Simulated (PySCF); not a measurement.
**H3NZn (charge +2): density, localisation and related maps**

```
atom    x (Å)    y (Å)    z (Å)
  Zn   0.0046  -0.7254   0.4686
   N  -1.1791  -1.6965  -0.7351
   H  -0.7539  -2.5755  -1.0624
   H  -2.0691  -1.9421  -0.2789
   H  -1.4107  -1.1427  -1.5719
```

Geometry: PBE0-D3(BJ)/def2-TZVPD.

Computed with PySCF, wB97M-D3(BJ)/def2-TZVPD, SCF density, gas phase.

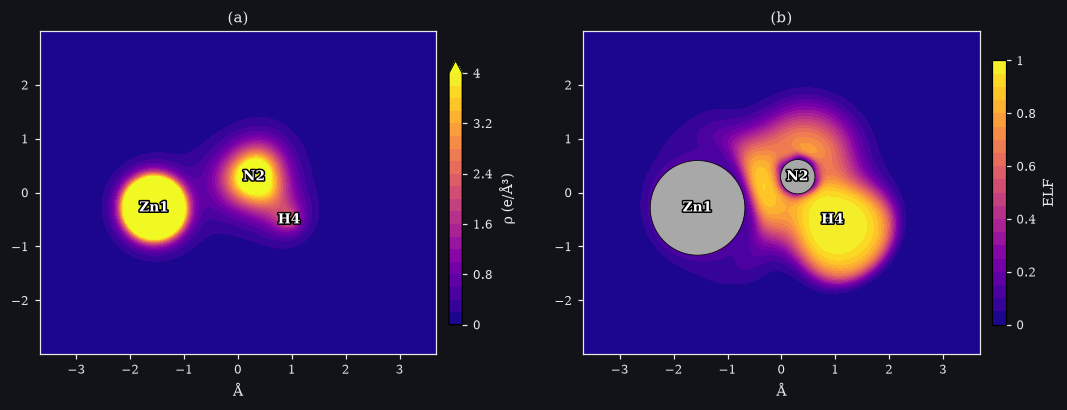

Figure 1. (a) total electron density; (b) electron localisation function on the plane of atoms Zn1, N2 and H4. Grey discs cover the atomic cores in the ELF map.

Question: Read the bonding off the picture.

Answer: The plane passes through Zn, N and H nuclei.
Zn–N (1.95 Å): ρ at the midpoint is about 0.71 e/Å³; the ELF peaks at about 0.90 in the valence shell of N, 0.7 Å from its nucleus, and is about 0.30 at the midpoint.
N–H (1.03 Å): ρ is about 2.9 e/Å³ halfway; the ELF climbs to about 1 towards the hydrogen, as it does in any bond to H; a covalent bond by its length.

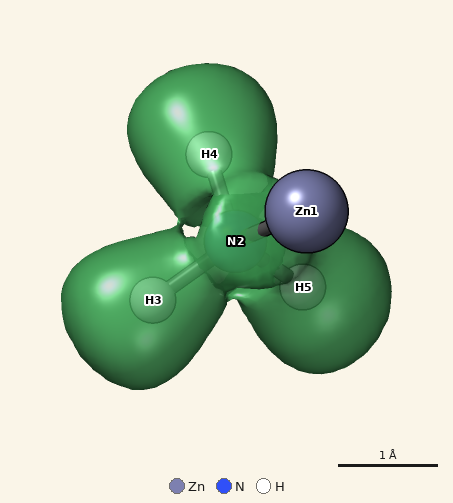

Figure 2. Isosurface of the electron localisation function at 0.75 (green), seen at an oblique angle. Core shells and regions of very low density are left out.

Question: Identify the bonds, lone pairs and shells in this picture.

Answer: At this value the surface marks out one joined region spread over several atoms (H, N), in which their bonds and any lone pairs are merged.
